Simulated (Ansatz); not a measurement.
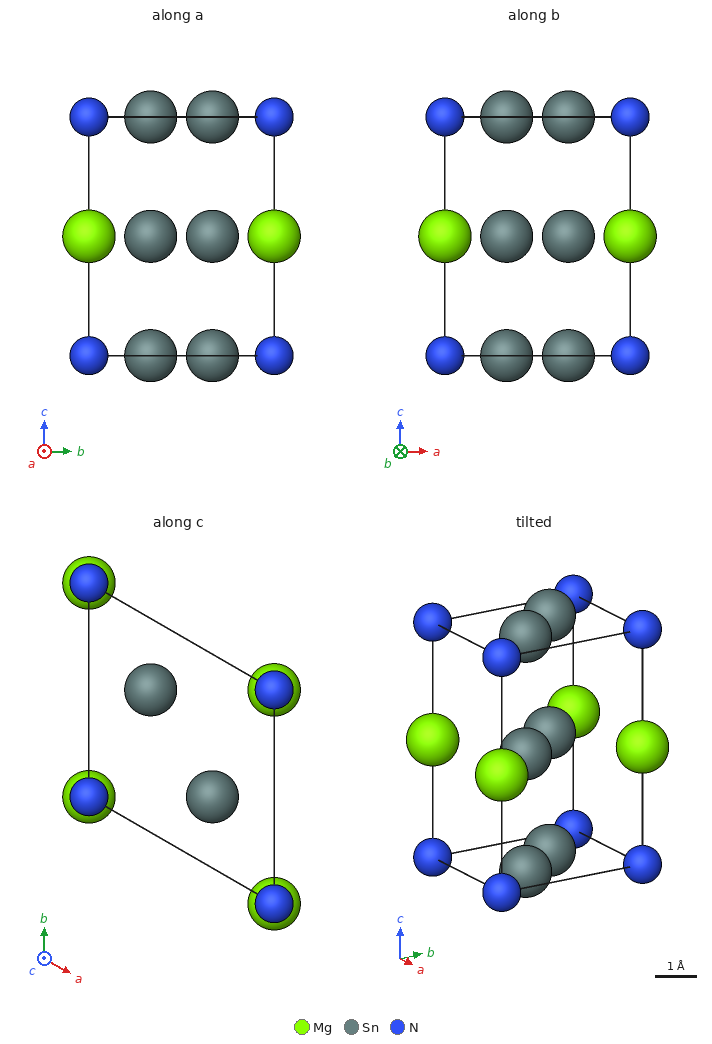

The crystal in a spheres-only representation, seen along the a axis, along the b axis, along the c axis and slightly off an axis. Lines trace the edges of the conventional unit cell.

Lattice parameters: a = 5.256 Å, b = 5.256 Å, c = 5.866 Å, α = 90.00°, β = 90.00°, γ = 120.00°. Put a along x and b in the xy plane.

Set out the cell and atoms as a POSCAR file.

Answer.
```
Mg Sn N
1.0
     5.256    0.000    0.000
    -2.628    4.552    0.000
     0.000    0.000    5.866
Mg Sn N
1 4 1
Direct
  0.0000 0.0000 0.5000
  0.3333 0.6667 0.5000
  0.6667 0.3333 0.5000
  0.3333 0.6667 0.0000
  0.6667 0.3333 0.0000
  0.0000 0.0000 0.0000
```

Starting structure: a random cell made by a generator, so it need not be a real form of the compound. The geometry was optimised with DFT PBE, scalar-relativistic, plane waves, PAW in Ansatz 0.2.0.
